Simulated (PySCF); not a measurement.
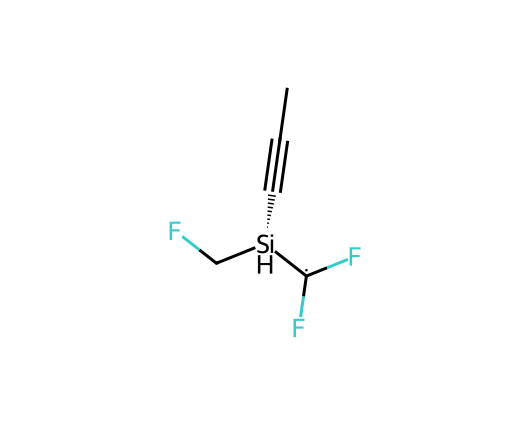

Charge 0, doublet. Computed geometry: GFN2-xTB optimisation. No frequency run is at hand to confirm it as a minimum. Method: UKS B3LYP, pcH-1 on C F H Si, non-relativistic (PySCF 2.14.0).

Computed properties:

The species is C5H6F3Si (`CC#C[Si@@H](CF)[C](F)F`).
- ⟨S²⟩ of the determinant: 0.753
- isotropic g value: 2.00417

The geometry is semi-empirical. Around Si such bond lengths and angles can be off by a tenth of an ångström or more and by several degrees, and values that hang on the shape move with them.
